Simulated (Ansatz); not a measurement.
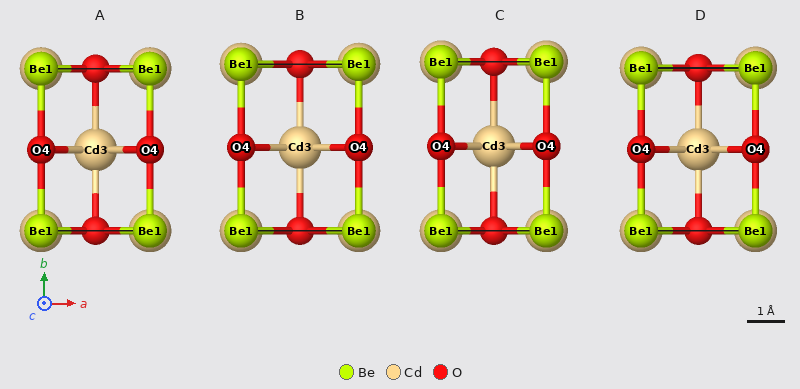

4 geometries from one relaxation of crystalline BeCd2O3 (built on the NaPr2Se3-71 type type), in shuffled order. A ball-and-stick model of the conventional cell (2 times the calculation's cell), seen along the c axis. Lengths and directions refer to the drawn axes.

Computed with Ansatz 0.2.0, DFT, PBEsol, plane waves, PAW. Settings: plane-wave cutoff 420 eV; k-point mesh 8 × 8 × 8; occupations fermi dirac; smearing width 0.03 eV; no spin polarisation; cell and atoms relaxed; force threshold 0.01 eV/Å; at most 120 steps.

Put them in the order of the run, from the start to the converged end.

Answer. B, D, A, C. They are steps 0, 1, 2, 11, at +239 meV per atom, +71.3 meV per atom, +7.4 meV per atom relative to the last. Over 9 accepted moves (11 points after the start) the energy falls by 239 meV per atom. Largest force component: 2 eV/Å at the start, under 0.0001 eV/Å at the end. Pressure: −11.41 GPa at the start and −0.01 GPa at the end. At 2 points the geometry stayed and the basis and grid were re-selected for the new cell (energy shift of 2.4 meV per atom at most each time). The largest moves relative to the cell, 0.36 Å, are those of O atoms. By element the largest moves are O 0.36 Å, Cd 0.08 Å. Be stays in place. Cell: a 3.257 → 2.916 Å (−10.5 %), b 4.613 → 4.679 Å (+1.4 %), c 9.870 → 9.455 Å (−4.2 %). Volume −13.0 %. Near-neighbour distances that change, for instance: Be–O 2.316 → 1.897 Å, Cd–O 2.297 → 2.190 Å, Cd–O 2.306 → 2.377 Å, Cd–O 2.332 → 2.379 Å. Among the angles between lasting bonds that change: O–Cd–O 178.7° → 159.6°, Cd–O–Cd 178.7° → 159.6°, Cd–O–Cd 88.6° → 75.6°. The space group stays Immm (No. 71).
